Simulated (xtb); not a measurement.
## Geometry relaxation of C$_{2}$H$_{4}$ClFSi (part 2 of 5)

The same run, continued: C$_{2}$H$_{4}$ClFSi, SMILES FC1[SiH2]C1Cl; GFN1-xTB (xtb 6.7.1). The geometry comes from this level: GFN2-xTB.

Geometry of the input (Å):
```
F  -1.4984  -1.1166  0.8579
C  -0.4557  -0.2285  0.7792
Si 1.0367  -0.5780  -0.3487
C  -0.4388  0.6177  -0.4890
Cl -0.2716  2.3591  -0.2527
H  -0.3726  0.2967  1.7255
H  2.2951  -0.0157  0.0920
H  0.9600  -1.7533  -1.1897
H  -1.2547  0.4186  -1.1744
```

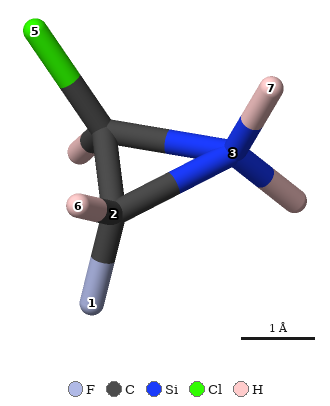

Figure 1. The starting structure (stick view, seen on its broad side; atoms are numbered from 1 in the order of the input).

Log, continued
```
........................................................................
.............................. CYCLE    6 ..............................
........................................................................

 iter      E             dE          RMSdq      gap      omega  full diag
   1    -17.6586164 -0.176586E+02  0.529E-03    4.52       0.0  T
   2    -17.6586166 -0.228473E-06  0.181E-03    4.52      18.5  T
   3    -17.6586166 -0.804213E-08  0.103E-03    4.52      32.2  T
   4    -17.6586166 -0.854918E-09  0.371E-04    4.52      89.9  T
   5    -17.6586166 -0.199933E-09  0.125E-04    4.52     266.8  T
   6    -17.6586166 -0.602576E-10  0.368E-05    4.52     905.0  T
     SCC iter.                  ...        0 min,  0.002 sec
     gradient                   ...        0 min,  0.005 sec
 * total energy  :   -17.5623787 Eh     change       -0.1314387E-04 Eh
   gradient norm :     0.0010642 Eh/α   predicted    -0.9189670E-05 ( -30.08%)
   displ. norm   :     0.0568004 α      lambda       -0.1309040E-04
   maximum displ.:     0.0376317 α      in ANC's #1, #3, #2, ...

........................................................................
.............................. CYCLE    7 ..............................
........................................................................

 iter      E             dE          RMSdq      gap      omega  full diag
   1    -17.6584140 -0.176584E+02  0.664E-03    4.52       0.0  T
   2    -17.6584143 -0.293123E-06  0.297E-03    4.52      11.2  T
   3    -17.6584144 -0.260049E-07  0.146E-03    4.52      22.8  T
   4    -17.6584144 -0.370349E-08  0.528E-04    4.52      63.2  T
   5    -17.6584144 -0.461590E-09  0.160E-04    4.52     207.8  T
   6    -17.6584144 -0.297824E-10  0.190E-05    4.52    1751.2  T
     SCC iter.                  ...        0 min,  0.002 sec
     gradient                   ...        0 min,  0.005 sec
 * total energy  :   -17.5623907 Eh     change       -0.1201578E-04 Eh
   gradient norm :     0.0026526 Eh/α   predicted    -0.6555895E-05 ( -45.44%)
   displ. norm   :     0.0407872 α      lambda       -0.1157574E-04
   maximum displ.:     0.0251717 α      in ANC's #1, #3, #5, ...

........................................................................
.............................. CYCLE    8 ..............................
........................................................................

 iter      E             dE          RMSdq      gap      omega  full diag
   1    -17.6583681 -0.176584E+02  0.285E-03    4.52       0.0  T
   2    -17.6583681 -0.385043E-07  0.163E-03    4.52      20.4  T
   3    -17.6583681 -0.448474E-08  0.611E-04    4.52      54.5  T
   4    -17.6583681 -0.100723E-08  0.191E-04    4.52     174.4  T
   5    -17.6583681 -0.808846E-10  0.668E-05    4.52     499.1  T
     SCC iter.                  ...        0 min,  0.001 sec
     gradient                   ...        0 min,  0.005 sec
 * total energy  :   -17.5624022 Eh     change       -0.1149741E-04 Eh
   gradient norm :     0.0030953 Eh/α   predicted    -0.5798654E-05 ( -49.57%)
   displ. norm   :     0.8377339 α      lambda       -0.2491698E-03
   maximum displ.:     0.5091563 α      in ANC's #1, #3, #5, ...

........................................................................
.............................. CYCLE    9 ..............................
........................................................................

 iter      E             dE          RMSdq      gap      omega  full diag
   1    -17.6519289 -0.176519E+02  0.137E-01    4.60       0.0  T
   2    -17.6519574 -0.285654E-04  0.660E-02    4.59       1.0  T
   3    -17.6519592 -0.177556E-05  0.184E-02    4.60       1.8  T
   4    -17.6519595 -0.315851E-06  0.687E-03    4.59       4.9  T
   5    -17.6519596 -0.111731E-06  0.208E-03    4.60      16.0  T
   6    -17.6519596 -0.470554E-08  0.648E-04    4.60      51.5  T
   7    -17.6519596 -0.992745E-09  0.991E-05    4.60     336.2  T
   8    -17.6519596 -0.318252E-10  0.190E-05    4.60    1750.4  T
     SCC iter.                  ...        0 min,  0.002 sec
     gradient                   ...        0 min,  0.005 sec
 * total energy  :   -17.5623382 Eh     change        0.6400674E-04 Eh
   gradient norm :     0.0177336 Eh/α   predicted    -0.2120402E-03 (-431.28%)
   displ. norm   :     0.3948526 α      lambda       -0.9243209E-03
   maximum displ.:     0.2389543 α      in ANC's #1, #3, #5, ...

........................................................................
.............................. CYCLE   10 ..............................
........................................................................

 iter      E             dE          RMSdq      gap      omega  full diag
   1    -17.6578899 -0.176579E+02  0.112E-01    4.54       0.0  T
   2    -17.6579006 -0.107089E-04  0.550E-02    4.54       1.0  T
   3    -17.6579015 -0.849006E-06  0.113E-02    4.54       2.9  T
   4    -17.6579015 -0.385831E-07  0.385E-03    4.54       8.7  T
   5    -17.6579015 -0.842163E-08  0.104E-03    4.54      32.2  T
   6    -17.6579015 -0.319532E-08  0.317E-04    4.54     105.1  T
   7    -17.6579015 -0.403450E-09  0.621E-05    4.54     536.6  T
   8    -17.6579015 -0.143991E-10  0.967E-06    4.54    3448.0  T
     SCC iter.                  ...        0 min,  0.002 sec
     gradient                   ...        0 min,  0.005 sec
 * total energy  :   -17.5625964 Eh     change       -0.2582052E-03 Eh
   gradient norm :     0.0060188 Eh/α   predicted    -0.5342186E-03 ( 106.90%)
   displ. norm   :     0.1975381 α      lambda       -0.1403169E-03
   maximum displ.:     0.1135730 α      in ANC's #1, #5, #3, ...

........................................................................
.............................. CYCLE   11 ..............................
........................................................................

 iter      E             dE          RMSdq      gap      omega  full diag
   1    -17.6575779 -0.176576E+02  0.295E-02    4.56       0.0  T
   2    -17.6575801 -0.210733E-05  0.133E-02    4.56       2.5  T
   3    -17.6575802 -0.140197E-06  0.381E-03    4.56       8.7  T
   4    -17.6575802 -0.596692E-08  0.117E-03    4.56      28.5  T
   5    -17.6575802 -0.681819E-09  0.352E-04    4.56      94.7  T
   6    -17.6575802 -0.955218E-10  0.440E-05    4.56     756.9  T
   7    -17.6575802 -0.826006E-11  0.127E-05    4.56    2623.0  T
     SCC iter.                  ...        0 min,  0.002 sec
     gradient                   ...        0 min,  0.005 sec
 * total energy  :   -17.5627566 Eh     change       -0.1602339E-03 Eh
   gradient norm :     0.0067741 Eh/α   predicted    -0.7289659E-04 ( -54.51%)
   displ. norm   :     0.2379949 α      lambda       -0.2192819E-03
   maximum displ.:     0.1409758 α      in ANC's #1, #5, #3, ...

........................................................................
.............................. CYCLE   12 ..............................
........................................................................

 iter      E             dE          RMSdq      gap      omega  full diag
   1    -17.6567688 -0.176568E+02  0.502E-02    4.57       0.0  T
   2    -17.6567743 -0.544139E-05  0.225E-02    4.58       1.5  T
   3    -17.6567746 -0.306652E-06  0.632E-03    4.58       5.3  T
   4    -17.6567746 -0.365861E-07  0.196E-03    4.58      17.0  T
   5    -17.6567746 -0.695287E-08  0.929E-04    4.58      35.9  T
   6    -17.6567746 -0.179707E-08  0.193E-04    4.58     173.1  T
   7    -17.6567746 -0.557030E-10  0.362E-05    4.58     920.7  T
     SCC iter.                  ...        0 min,  0.002 sec
     gradient                   ...        0 min,  0.004 sec
 * total energy  :   -17.5629789 Eh     change       -0.2222686E-03 Eh
   gradient norm :     0.0085928 Eh/α   predicted    -0.1158526E-03 ( -47.88%)
   displ. norm   :     0.9279007 α      lambda       -0.9390456E-03
   maximum displ.:     0.5366873 α      in ANC's #1, #5, #3, ...

........................................................................
.............................. CYCLE   13 ..............................
........................................................................

 iter      E             dE          RMSdq      gap      omega  full diag
   1    -17.6450995 -0.176451E+02  0.357E-01    4.68       0.0  T
   2    -17.6453520 -0.252515E-03  0.165E-01    4.73       1.0  T
   3    -17.6453600 -0.799413E-05  0.549E-02    4.70       1.0  T
   4    -17.6453690 -0.893208E-05  0.174E-02    4.72       1.9  T
   5    -17.6453694 -0.416080E-06  0.738E-03    4.71       4.5  T
   6    -17.6453695 -0.949988E-07  0.157E-03    4.71      21.3  T
   7    -17.6453695 -0.221493E-08  0.286E-04    4.71     116.4  T
   8    -17.6453695 -0.227960E-09  0.626E-05    4.71     532.5  T
   9    -17.6453695 -0.118874E-10  0.547E-06    4.71    6096.7  T
     SCC iter.                  ...        0 min,  0.002 sec
     gradient                   ...        0 min,  0.004 sec
 * total energy  :   -17.5610701 Eh     change        0.1908758E-02 Eh
   gradient norm :     0.0379477 Eh/α   predicted    -0.8738025E-03 (-145.78%)
   displ. norm   :     0.4978269 α      lambda       -0.5245592E-02
   maximum displ.:     0.2647680 α      in ANC's #1, #3, #5, ...

........................................................................
.............................. CYCLE   14 ..............................
........................................................................

 iter      E             dE          RMSdq      gap      omega  full diag
   1    -17.6558494 -0.176558E+02  0.235E-01    4.65       0.0  T
   2    -17.6559362 -0.867167E-04  0.113E-01    4.62       1.0  T
   3    -17.6559390 -0.284324E-05  0.347E-02    4.64       1.0  T
   4    -17.6559428 -0.384146E-05  0.116E-02    4.63       2.9  T
   5    -17.6559429 -0.989456E-07  0.492E-03    4.63       6.8  T
   6    -17.6559430 -0.432550E-07  0.103E-03    4.63      32.5  T
   7    -17.6559430 -0.830884E-09  0.173E-04    4.63     192.9  T
   8    -17.6559430 -0.939657E-10  0.320E-05    4.63    1042.1  T
     SCC iter.                  ...        0 min,  0.002 sec
     gradient                   ...        0 min,  0.004 sec
 * total energy  :   -17.5635143 Eh     change       -0.2444193E-02 Eh
   gradient norm :     0.0128461 Eh/α   predicted    -0.3272806E-02 (  33.90%)
   displ. norm   :     0.0525769 α      lambda       -0.3124824E-03
   maximum displ.:     0.0269393 α      in ANC's #1, #4, #13, ...

........................................................................
.............................. CYCLE   15 ..............................
........................................................................

 iter      E             dE          RMSdq      gap      omega  full diag
   1    -17.6581607 -0.176582E+02  0.174E-02    4.64       0.0  T
   2    -17.6581609 -0.258049E-06  0.893E-03    4.64       3.7  T
   3    -17.6581610 -0.243531E-07  0.226E-03    4.64      14.7  T
   4    -17.6581610 -0.891825E-08  0.842E-04    4.64      39.6  T
   5    -17.6581610 -0.163826E-08  0.302E-04    4.64     110.3  T
   6    -17.6581610 -0.554969E-10  0.761E-05    4.64     438.1  T
   7    -17.6581610 -0.161755E-10  0.109E-05    4.64    3067.5  T
     SCC iter.                  ...        0 min,  0.002 sec
     gradient                   ...        0 min,  0.005 sec
 * total energy  :   -17.5637717 Eh     change       -0.2573651E-03 Eh
   gradient norm :     0.0095695 Eh/α   predicted    -0.1566741E-03 ( -39.12%)
   displ. norm   :     0.2107188 α      lambda       -0.8339243E-03
   maximum displ.:     0.1254401 α      in ANC's #4, #1, #5, ...

........................................................................
.............................. CYCLE   16 ..............................
........................................................................

 iter      E             dE          RMSdq      gap      omega  full diag
   1    -17.6629948 -0.176630E+02  0.634E-02    4.64       0.0  T
   2    -17.6630134 -0.185941E-04  0.285E-02    4.66       1.2  T
   3    -17.6630146 -0.112884E-05  0.117E-02    4.65       2.9  T
   4    -17.6630150 -0.483152E-06  0.452E-03    4.66       7.4  T
   5    -17.6630151 -0.141437E-07  0.114E-03    4.66      29.2  T
   6    -17.6630151 -0.161653E-08  0.236E-04    4.66     141.1  T
   7    -17.6630151 -0.148138E-09  0.536E-05    4.66     622.4  T
   8    -17.6630151 -0.663292E-11  0.132E-05    4.66    2517.4  T
     SCC iter.                  ...        0 min,  0.002 sec
     gradient                   ...        0 min,  0.006 sec
 * total energy  :   -17.5643242 Eh     change       -0.5524924E-03 Eh
   gradient norm :     0.0054954 Eh/α   predicted    -0.4354726E-03 ( -21.18%)
   displ. norm   :     0.3235219 α      lambda       -0.6065068E-03
   maximum displ.:     0.1719626 α      in ANC's #4, #5, #1, ...

........................................................................
.............................. CYCLE   17 ..............................
........................................................................

 iter      E             dE          RMSdq      gap      omega  full diag
   1    -17.6635562 -0.176636E+02  0.140E-01    4.67       0.0  T
   2    -17.6636063 -0.501806E-04  0.608E-02    4.69       1.0  T
   3    -17.6636084 -0.203543E-05  0.207E-02    4.69       1.6  T
   4    -17.6636095 -0.117074E-05  0.724E-03    4.69       4.6  T
   5    -17.6636096 -0.880704E-07  0.246E-03    4.69      13.6  T
   6    -17.6636096 -0.904111E-08  0.476E-04    4.69      70.0  T
   7    -17.6636096 -0.328718E-09  0.861E-05    4.69     387.1  T
   8    -17.6636096 -0.172982E-10  0.224E-05    4.69    1486.5  T
     SCC iter.                  ...        0 min,  0.002 sec
     gradient                   ...        0 min,  0.006 sec
 * total energy  :   -17.5647631 Eh     change       -0.4389442E-03 Eh
   gradient norm :     0.0109125 Eh/α   predicted    -0.3349955E-03 ( -23.68%)
   displ. norm   :     0.2874964 α      lambda       -0.4275510E-03
   maximum displ.:     0.1660993 α      in ANC's #1, #5, #4, ...

........................................................................
.............................. CYCLE   18 ..............................
........................................................................

 iter      E             dE          RMSdq      gap      omega  full diag
   1    -17.6628126 -0.176628E+02  0.144E-01    4.69       0.0  T
   2    -17.6628762 -0.636146E-04  0.627E-02    4.72       1.0  T
   3    -17.6628786 -0.241173E-05  0.245E-02    4.70       1.4  T
   4    -17.6628813 -0.274201E-05  0.768E-03    4.71       4.3  T
   5    -17.6628814 -0.211623E-07  0.253E-03    4.71      13.1  T
   6    -17.6628814 -0.916294E-08  0.423E-04    4.71      78.8  T
   7    -17.6628814 -0.235644E-09  0.805E-05    4.71     414.3  T
   8    -17.6628814 -0.144027E-10  0.186E-05    4.71    1795.7  T
     SCC iter.                  ...        0 min,  0.003 sec
     gradient                   ...        0 min,  0.007 sec
 * total energy  :   -17.5648877 Eh     change       -0.1246093E-03 Eh
   gradient norm :     0.0121832 Eh/α   predicted    -0.2314448E-03 (  85.74%)
   displ. norm   :     0.0997303 α      lambda       -0.2181558E-03
   maximum displ.:     0.0467335 α      in ANC's #4, #6, #5, ...
```
